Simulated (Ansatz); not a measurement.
## Electronic structure of C12H28O3Sn (SnH(OtBu)3) (charge −1, doublet) in real space

```xyz
44

Sn   -0.0873   -0.0059    1.7294
H     0.5526    1.1045    3.1552
O     1.7624   -0.1634    0.7355
C     2.5452    0.8791    0.1967
C     2.6121    2.1078    1.1287
C     3.9626    0.3002    0.0062
C     1.9673    1.3234   -1.1649
H     3.2942    2.8869    0.7243
H     1.6029    2.5536    1.2441
H     2.9692    1.8105    2.1358
H     4.3667   -0.0263    0.9867
H     4.6623    1.0394   -0.4406
H     3.9170   -0.5899   -0.6545
H     0.9403    1.7060   -1.0038
H     1.9110    0.4595   -1.8584
H     2.5811    2.1196   -1.6408
O    -0.9209    1.6687    0.7826
C    -2.1279    1.7248    0.0557
C    -3.2482    0.9272    0.7606
C    -2.5180    3.2166   -0.0082
C    -1.9387    1.1675   -1.3724
H    -4.2221    1.0278    0.2335
H    -2.9708   -0.1478    0.7847
H    -3.3768    1.2946    1.8007
H    -2.6528    3.6134    1.0192
H    -3.4569    3.3777   -0.5811
H    -1.7038    3.7956   -0.4909
H    -1.6162    0.1101   -1.2923
H    -1.1549    1.7427   -1.9074
H    -2.8773    1.2203   -1.9674
O    -1.0842   -1.4542    0.3641
C    -0.5005   -2.6516   -0.0787
C     0.4254   -3.2838    0.9891
C    -1.6565   -3.6285   -0.3892
C     0.3314   -2.3915   -1.3567
H     0.8267   -4.2665    0.6555
H     1.2845   -2.6076    1.1828
H    -0.1331   -3.4362    1.9369
H    -2.2495   -3.8097    0.5314
H    -1.2915   -4.6048   -0.7786
H    -2.3330   -3.1770   -1.1441
H     1.1282   -1.6639   -1.1047
H    -0.3140   -1.9485   -2.1440
H     0.7923   -3.3206   -1.7607
```

Geometry: PBE-D4/def2-SVP; core potentials replace the inner electrons of Sn.

All numbers below come from Ansatz 0.2.0, UKS PBE0-D4/def2-TZVP.

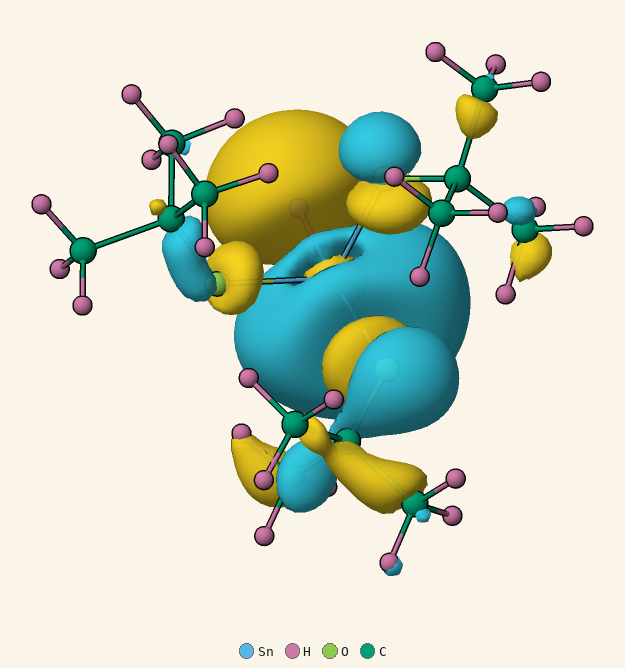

Figure 1. The HOMO (α) at ±0.06 Å⁻³ᐟ² (yellow and cyan are the two phases), seen across its widest extent.

Describe this orbital and give its energy.

Answer. Its weight (Hirshfeld) is mainly on Sn1 (about 45 %), H2 (about 20 %) and O31 (about 15 %). Its energy is −1.02 eV.

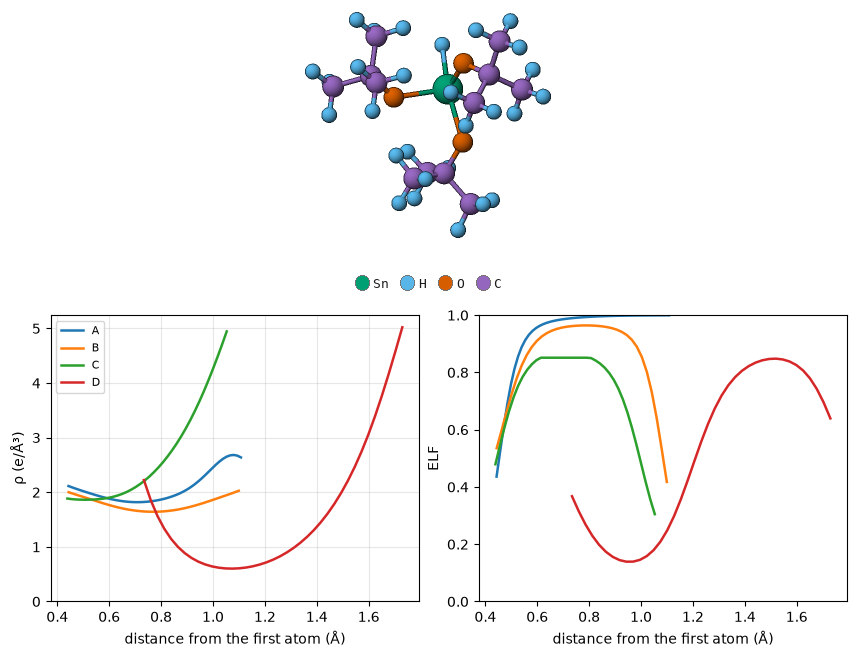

Figure 2. Electron density and electron localisation function along straight lines between neighbouring atoms. The curves leave out the atomic cores. The structure is drawn too.

Which curve belongs to which contact (C–C, C–H, C–O and Sn–O)? The first atom named is at distance zero.

Answer. Curve A: C–H (1.11 Å): ρ at the midpoint is about 1.9 e/Å³; the ELF climbs to about 1 towards the hydrogen, as it does in any bond to H (an ordinary covalent bond to hydrogen). Curve B: C–C (1.54 Å): ρ is about 1.6 e/Å³ halfway; the ELF peaks at about 0.95 between the atoms (a shared electron pair). Curve C: C–O (1.40 Å): ρ is about 2.1 e/Å³ halfway, with its minimum of 1.9 e/Å³ about 0.5 Å from C; the ELF peaks at about 0.85 between the atoms, as expected for a polar covalent bond. Curve D: Sn–O (2.10 Å): ρ at the midpoint is about 0.61 e/Å³; the ELF peaks at about 0.85 in the valence shell of O, 0.6 Å from its nucleus, and drops to about 0.15 between the two atoms.

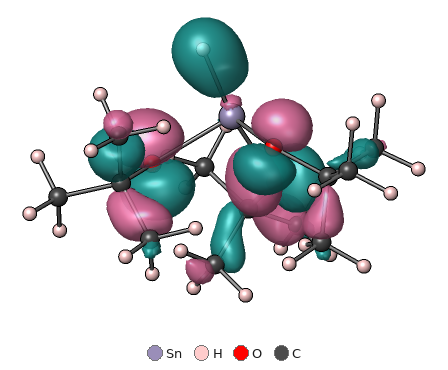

Figure 3. The HOMO−1 (β) at ±0.1 Å⁻³ᐟ² (teal and pink are the two phases), seen from one side.

Where does this orbital lie, and at what energy?

Answer. Its weight (Hirshfeld) is mainly on O3 (about 30 %), O31 (about 15 %), O17 (about 15 %), Sn1 (about 10 %) and H2 (about 5 %). Its energy is −2.96 eV.
